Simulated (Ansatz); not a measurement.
AlClH4N2···HBr

The calculation's input:

```
crystal:
  periodic: [false, false, false]
  atoms:
    - { symbol: Al, position_ang: [-0.0062, -0.160254, -0.112704] }
    - { symbol: Cl, position_ang: [-0.016901, -0.411264, 2.073169] }
    - { symbol: "N", position_ang: [1.563294, -0.071647, -0.896089] }
    - { symbol: H, position_ang: [1.719459, -0.007956, -1.883287] }
    - { symbol: H, position_ang: [2.434945, -0.003917, -0.40711] }
    - { symbol: "N", position_ang: [-1.561915, -0.23115, -0.926035] }
    - { symbol: H, position_ang: [-2.439356, -0.367303, -0.462877] }
    - { symbol: H, position_ang: [-1.710286, -0.108233, -1.908958] }
    - { symbol: Br, position_ang: [0.109397, 3.231959, 1.124734] }
    - { symbol: H, position_ang: [0.098062, 2.157064, 2.155959] }
basis:
  gaussian: { orbitals: def2-SVP }
hamiltonian:
  xc: hf
relax:
  f_tol: 0.03
  max_steps: 50
output:
  orbitals: {}
```

Run with:

```sh
ansatz run input.yaml --threads 2 --pin off --max-ram 3072MiB --backend cpu --events-out ev --progress --plain --runs-dir out
```

The fields are those of the run's last geometry, not of the input's.

Theory: RHF/def2-SVP (Ansatz 0.2.0).

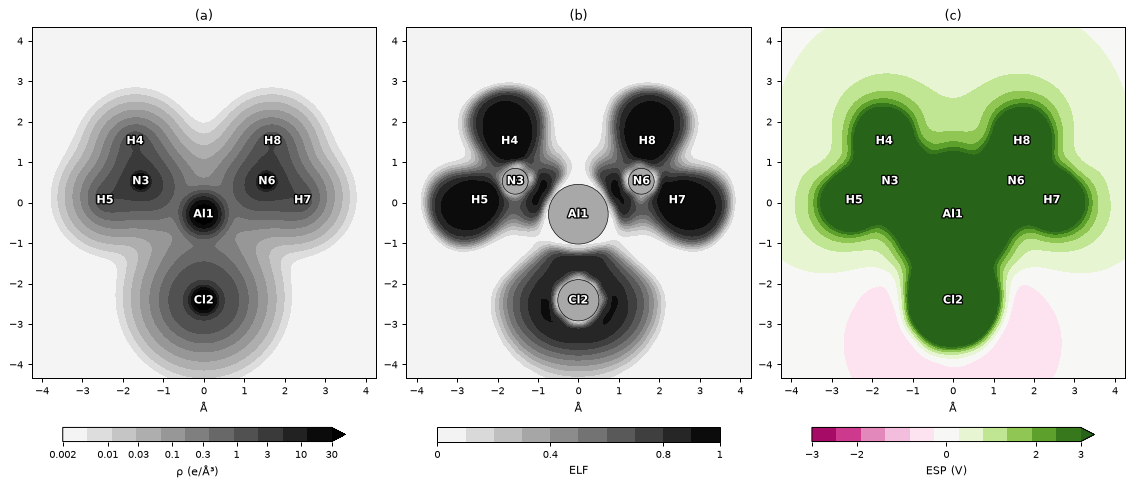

Figure 1. (a) electron density; (b) ELF; (c) molecular electrostatic potential on the plane of atoms Al1, N3 and H4. Grey discs cover the atomic cores in the ELF map.

> What do the fields say about this system?

Atoms in the plane: Al, Cl, N and H.
Al–N (1.76 Å): ρ is about 0.87 e/Å³ halfway; the ELF peaks at about 0.90 in the valence shell of N, 0.7 Å from its nucleus, and is about 0.60 at the midpoint.
Al–Cl (2.13 Å): the density is about 0.68 e/Å³ at the midpoint; the ELF peaks at about 0.90 in the valence shell of Cl, 1.0 Å from its nucleus, and is about 0.85 at the midpoint.
N–H (1.00 Å): ρ is about 2.8 e/Å³ halfway; the ELF climbs to about 1 towards the hydrogen, as it does in any bond to H: a covalent bond by its length.
The ELF also peaks beside Cl2, away from the bonds: lone-pair regions.
Outside the dense part of the complex the potential is most negative (−0.8 V) near Cl2.

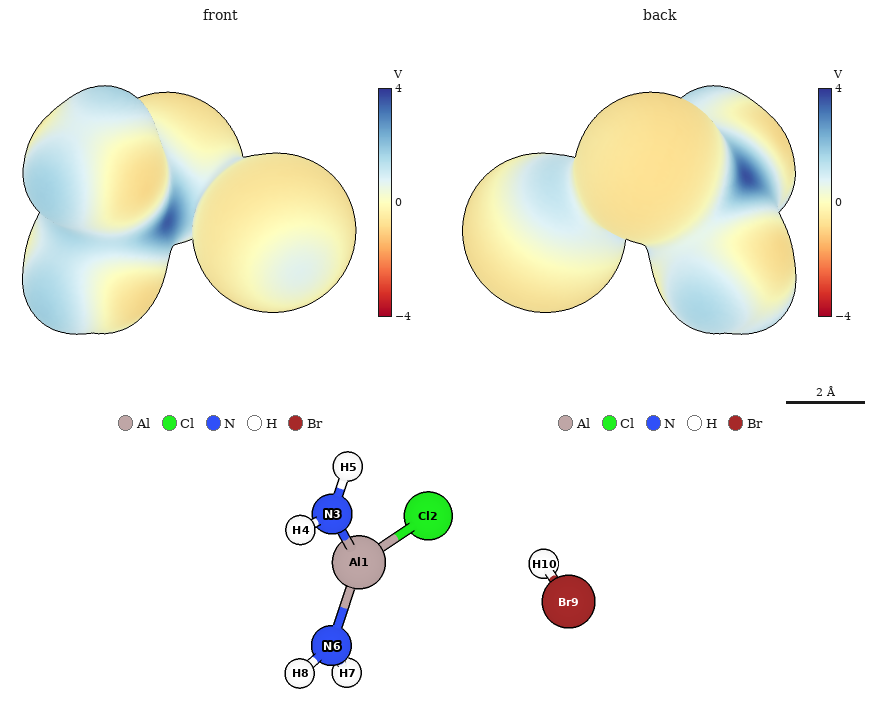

Figure 2. The electrostatic potential painted on the density surface at 0.002 e/bohr³, seen from the front and from behind; red is negative and blue positive. The bare structure is drawn below in the same view.

> Which sites attract a positive test charge, and which a negative one?

A positive charge is drawn to the negative regions and a negative charge to the positive ones. The most negative region (about −0.8 V) lies over Cl2, N3 and N6, the most positive (about +3.3 V) over Al1. Br9 shows a σ-hole: about +0.7 V at the tip opposite its bond, against about −0.5 V on its flanks.

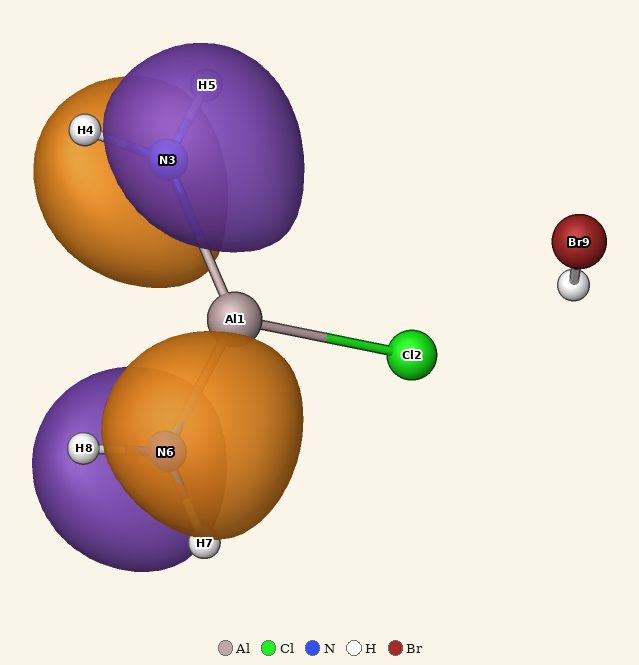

Figure 3. The HOMO at ±0.1 Å⁻³ᐟ² (orange and purple are the two phases), seen at a tilt.

> What is the character of this orbital?

It lies mainly on N3 (about 40 %) and N6 (about 40 %); largely a combination of lone pairs on N3 and N6. Its energy is −10.75 eV.
